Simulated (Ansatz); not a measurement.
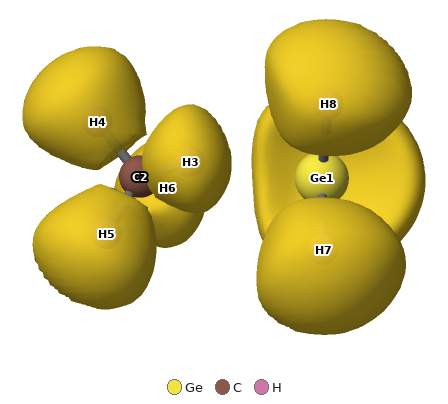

GeH₂···CH₄. Isosurface of the ELF at 0.75 (yellow), seen across its widest extent. Only the valence region is drawn (cores and ρ < 0.01 e/Å³ removed).

Computed with RKS PBE0-D4/def2-SVP in Ansatz 0.2.0.

Input file:

```
crystal:
  periodic: [false, false, false]
  atoms:
    - { symbol: Ge, position_ang: [-0.155078, -0.06685, -0.940736] }
    - { symbol: C, position_ang: [1.472406, 0.030087, 1.762783] }
    - { symbol: H, position_ang: [0.396627, -0.188959, 1.654455] }
    - { symbol: H, position_ang: [1.937698, -0.797078, 2.314182] }
    - { symbol: H, position_ang: [1.58193, 0.971993, 2.314864] }
    - { symbol: H, position_ang: [1.976976, 0.128097, 0.783901] }
    - { symbol: H, position_ang: [-0.974021, 1.098514, -0.220551] }
    - { symbol: H, position_ang: [-1.024037, -1.175805, -0.187698] }
basis:
  gaussian: { orbitals: def2-SVP }
hamiltonian:
  xc: pbe0
  dispersion: d4
relax:
  f_tol: 0.03
  max_steps: 50
output:
  orbitals: {}
```

Command:

```sh
ansatz run input.yaml --threads 1 --pin off --max-ram 2048MiB --backend cpu --events-out ev --progress --plain --runs-dir out
```

The fields are those of the run's last geometry, not of the input's.

### Where are the electrons localised?

The ELF exceeds this value in six regions around hydrogen nuclei and one lobe on Ge, pointing away from the bonds (lone pairs).

Values along the shortest contacts:
Ge1···H6 (2.48 Å): the ELF dips to about 0.10 between them. C–H (1.10 Å): the ELF climbs to about 1 towards the hydrogen, as it does in any bond to H (a covalent bond by its length).
